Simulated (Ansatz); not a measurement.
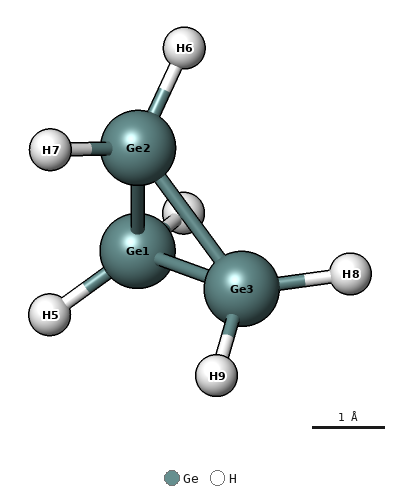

Figure 1. The input geometry of the first run (ball-and-stick view, seen at a tilt; atoms are numbered from 1 in the order of the input). Sticks mark near contacts. Bond lengths as drawn: Ge–Ge 2.43 Å and Ge–H 1.53 Å.

## Two runs on Ge3H6

System: Ge3H6.
Method of the first run: RKS SPW92/def2-TZVPP (Ansatz 0.2.0).

The geometry comes from this level: PBE0-D4/def2-TZVP. Text and figures count atoms from 1; the logs count them from 0 in places.

**Input file, the first run**
```yaml
crystal:
  periodic: [false, false, false]
  atoms:
    - {symbol: Ge, position_ang: [-0.982033, 0.315964, -0.953464]}
    - {symbol: Ge, position_ang: [1.283072, 0.563091, -0.100006]}
    - {symbol: Ge, position_ang: [-0.301034, -0.879099, 1.053512]}
    - {symbol: H, position_ang: [-1.196059, -0.481884, -2.244328]}
    - {symbol: H, position_ang: [-1.951291, 1.494609, -0.811924]}
    - {symbol: H, position_ang: [2.434344, -0.085178, -0.876548]}
    - {symbol: H, position_ang: [1.677835, 1.890545, 0.556293]}
    - {symbol: H, position_ang: [-0.104845, -2.396823, 0.971452]}
    - {symbol: H, position_ang: [-0.859979, -0.421215, 2.405033]}
basis:
  gaussian: {orbitals: def2-TZVPP}
hamiltonian: {xc: lda}
output: {orbitals: {seedname: orbitals}}
```

Hardware: 4 CPU threads, shared host.

**Output (the first run)**
```
Functional definition: SPW92
  exchange = slater_x
  correlation = pw_c
1428 factors; their error is unknown
mean field evaluation 1: about -169390.7099 eV, gradient 4.7e1 eV
mean field evaluation 2: about -169391.2359 eV, gradient 5.2e1 eV
mean field evaluation 4: about -169392.9865 eV, gradient 8.2e-1 eV
mean field evaluation 8: about -169392.9457 eV, gradient 5.5e-3 eV
mean field -169392.94567824 eV, -6225.0759350130 hartree, gradient 3.4e-5 eV, S^2 0.000000; 0 other end points of the search recorded, 0 dependent functions left out
reference -169392.94572064 eV, -6225.0759365709 hartree; 51, 51 occupied and 177, 177 virtual orbitals, 1428 factors
Total energy: -169392.94572064 eV, -6225.0759365709 hartree
```

The input of the second run differs as follows (lines with − go, lines with + come):
```diff
-hamiltonian: {xc: lda}
+correlation: {method: ccsd_t}
```

How does the second run compare with the first run?

The total energies belong to different methods, so their difference says nothing on which is more stable or more accurate. The HOMO goes from −5.94 to −8.76 eV. The LUMO goes from −1.31 to 2.73 eV.

**Output (the second run)**
```
Functional definition: HF
  exchange = exact_x
  correlation = 0
1416 factors; integrals over basis functions are off by at most 9.0e-4 eV
mean field evaluation 1: about -169513.6517 eV, gradient 1.5e1 eV
mean field evaluation 2: about -169513.7860 eV, gradient 1.5e1 eV
mean field evaluation 4: about -169515.0498 eV, gradient 3.4e0 eV
mean field evaluation 8: about -169515.0718 eV, gradient 3.6e-4 eV
mean field evaluation 16: about -169514.8690 eV, gradient 3.3e0 eV
mean field -169515.07179318 eV, -6229.5639869569 hartree, gradient 1.1e-6 eV, S^2 0.000000; 0 other end points of the search recorded, 0 dependent functions left out
27 core orbitals not correlated: weight in the atoms' cores, before any rotation towards them, 1.000 or more for the frozen orbitals, at most 0.000 for the correlated occupied ones
reference -169515.07179318 eV, -6229.5639869569 hartree; 24, 24 occupied and 177, 177 virtual orbitals, 1416 factors
second order -21.14679925 eV of doubles, -0.00000000 eV of singles
cycle   1  -20.93097902 eV  change    2.2e-1 eV  update   1.2e-1
cycle   2  -21.76387856 eV  change   -8.3e-1 eV  update   3.5e-2
cycle   3  -21.82410289 eV  change   -6.0e-2 eV  update   1.5e-2
cycle   4  -21.81523567 eV  change    8.9e-3 eV  update   3.5e-3
cycle   5  -21.81506203 eV  change    1.7e-4 eV  update   1.2e-3
cycle   6  -21.81453108 eV  change    5.3e-4 eV  update   3.8e-4
cycle   7  -21.81443407 eV  change    9.7e-5 eV  update   1.3e-4
cycle   8  -21.81450207 eV  change   -6.8e-5 eV  update   5.0e-5
cycle   9  -21.81451122 eV  change   -9.1e-6 eV  update   1.6e-5
perturbative correction -0.85395995 eV, -0.0313824494 hartree
Total energy: -169537.74026435 eV, -6230.3970379073 hartree
```

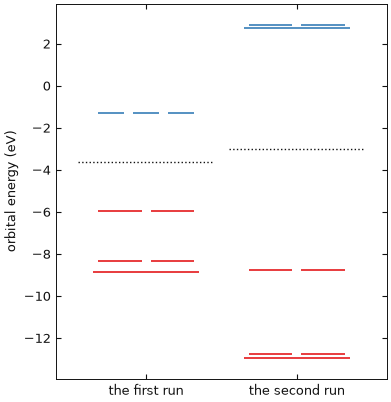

Figure 2. The five highest filled and three lowest empty orbital energies of the two runs; the dotted lines part filled from empty levels. The HOMO–LUMO gap is 4.62 eV in the first run and 11.49 eV in the second run.

**The two runs side by side**

| quantity | the first run | the second run |
| --- | --- | --- |
| outcome | converged | converged |
| total energy (hartree) | −6225.075937 | −6230.397038 |
| HOMO (eV) | −5.94 | −8.76 |
| LUMO (eV) | −1.31 | 2.73 |
| basis functions | 228 | 228 |
| wall time (shared host) | 0.95 s | 1.8 min |
